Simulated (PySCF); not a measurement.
# HNO3 (nitric acid): levels of theory compared

Aim: a comparison of 6 runs (B3LYP/def2-SVPD, BHLYP/def2-SVPD, BLYP/def2-SVPD, M06-2X/def2-SVPD, M06-L/def2-SVPD, CCSD(T)/def2-SVPD) of HNO3 (nitric acid). Input form: a Python script.

The results are computed with PySCF 2.14.0.

2 further runs of the same task are left out: 2 set aside as unsound or not needed.

## Step 1: The molecule

HNO3: 5 atoms, total charge 0, spin state singlet. As SMILES, `O=[N+]([O-])O`. The N2–O3 distance was set to 2.161 Å, away from the relaxed value. At this shape a bond of the SMILES string is far longer than usual.

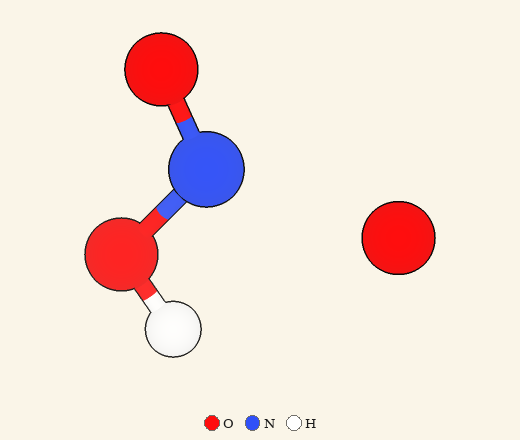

The structure, seen from a chosen angle (oxygen red, nitrogen blue, hydrogen white).

## Step 2: A single-point energy at B3LYP/def2-SVPD (run 1)

Input file input.py:

```python
from pyscf import gto, dft

molecule = gto.M(
    atom=[
    ('O', (1.997491, 0.359581, 0.814292)),
    ('N', (0.932711, 0.395651, 0.293982)),
    ('O', (-0.596440, -1.123960, 0.141450)),
    ('O', (0.635541, 1.608331, -0.306168)),
    ('H', (-0.250819, 1.461921, -0.672378)),
],
    max_memory=1860,
    charge=0,
    verbose=4,
    basis='def2-svpd',
)

ks = dft.RKS(molecule)
ks.xc = 'b3lyp'
ks.conv_tol = 1e-10
ks.grids.level = 5
ks.kernel()
if not ks.converged:
    ks = ks.newton().run(ks.mo_coeff, ks.mo_occ)

e_final = ks.e_tot
print('E(%s) = %.9f' % ('B3LYP', e_final))
```

Run with:

```console
$ OMP_NUM_THREADS=1 python input.py
```

The log of the run:

```text
PySCF version 2.14.0

[... 87 lines left out ...]
converged SCF energy = -280.527816949711
E(B3LYP) = -280.527816950
```

Wall time 21 s (1 thread of Arm Neoverse V1, shared host); peak memory 0.48 GiB.

## Step 3: The energy at BHLYP/def2-SVPD (run 2)

Input file geometry.xyz:

```xyz
5

O      1.997491     0.359581     0.814292
N      0.932711     0.395651     0.293982
O     -0.596440    -1.123960     0.141450
O      0.635541     1.608331    -0.306168
H     -0.250819     1.461921    -0.672378
```

Input file input.py:

```python
from pyscf import gto, dft

molecule = gto.M(
    atom='geometry.xyz',
    verbose=3,
    max_memory=1860,
    basis='def2-svpd',
    charge=0,
)

calc0 = dft.RKS(molecule, xc='bhandhlyp')
calc0.grids.level = 5
calc0.conv_tol = 1e-10
calc0.kernel()
if not calc0.converged:
    calc0 = calc0.newton().run(calc0.mo_coeff, calc0.mo_occ)

e_final = calc0.e_tot
print('E(%s) = %.9f' % ('BHLYP', e_final))
```

Run with:

```console
$ OMP_NUM_THREADS=1 python input.py
```

The log of the run:

```text
converged SCF energy = -280.359164209057
E(BHLYP) = -280.359164209
```

Wall time 22 s (1 thread of Arm Neoverse V1, shared host); peak memory 0.48 GiB.

Runs 3 to 5 aren't shown in full; the table further down has their settings and results.

## Step 4: The energy at CCSD(T)/def2-SVPD (run 6)

Input file run.py:

```python
from pyscf import gto, cc

mol = gto.Mole()
mol.atom = '''
O      1.997491     0.359581     0.814292
N      0.932711     0.395651     0.293982
O     -0.596440    -1.123960     0.141450
O      0.635541     1.608331    -0.306168
H     -0.250819     1.461921    -0.672378
'''
mol.verbose = 3
mol.max_memory = 1860
mol.basis = 'def2-svpd'
mol.build()

calc0 = mol.RHF()
calc0.conv_tol = 1e-10
calc0.kernel()
if not calc0.converged:
    calc0 = calc0.newton().run(calc0.mo_coeff, calc0.mo_occ)

mycc = cc.CCSD(calc0, frozen=4)
mycc.kernel()
e_t = mycc.ccsd_t()
e_final = mycc.e_tot + e_t
print(f'total energy: {e_final:.8f} hartree')
```

Run with:

```console
$ OMP_NUM_THREADS=1 python run.py
```

The log of the run:

```text
converged SCF energy = -279.099817471505
E(CCSD) = -279.8463881558072  E_corr = -0.7465706843024487
CCSD(T) correction = -0.0340842888701448
total energy: -279.88047244 hartree
```

It took 90 s on 1 thread of Arm Neoverse V1, shared host; peak memory 0.63 GiB.

## Step 5: Overview of the runs

```csv
run,level,integration grid,frozen core orbitals,energy (Eh),dipole moment (D) of the reference,HOMO energy (eV),LUMO energy (eV),wall time
1,B3LYP/def2-SVPD,5,–,-280.527817,2.89,-8.34,-5.44,21 s
2,BHLYP/def2-SVPD,5,–,-280.359164,2.22,-11.20,-3.61,22 s
3,BLYP/def2-SVPD,5,–,-280.530758,3.28,-6.39,-6.27,34 s
4,M06-2X/def2-SVPD,5,–,-280.397916,2.27,-11.01,-3.69,50 s
5,M06-L/def2-SVPD,5,–,-280.498090,3.06,-6.85,-6.00,50 s
6,CCSD(T)/def2-SVPD,–,4,-279.880472,2.07,-13.39,0.45,90 s
```

## Step 6: Results

```
                                          quantity          value
                               run 6: total energy  -279.88047 Eh
       run 6: dipole moment (Hartree–Fock density)         2.07 D
        run 6: HOMO energy (Hartree–Fock orbitals)      -13.39 eV
        run 6: LUMO energy (Hartree–Fock orbitals)        0.45 eV
      run 6: HOMO–LUMO gap (Hartree–Fock orbitals)       13.84 eV
run 6: correlation energy (4 core orbitals frozen)     -780.7 mEh
                             run 6: (T) correction     -34.08 mEh
                              run 6: T1 diagnostic          0.035
```

In words: Over runs 1, 2, 3, 4, 5 the dipole moment (its size) runs from 2.22 D (BHLYP/def2-SVPD) to 3.28 D (BLYP/def2-SVPD). Over runs 1, 2, 3, 4, 5 the HOMO–LUMO gap runs from 0.11 eV (BLYP/def2-SVPD) to 7.59 eV (BHLYP/def2-SVPD). Totals of different functionals can't be ranked against each other. In run 6 the T1 diagnostic is large, so a single reference may not serve. All runs together took 4.5 min, the longest 90 s.
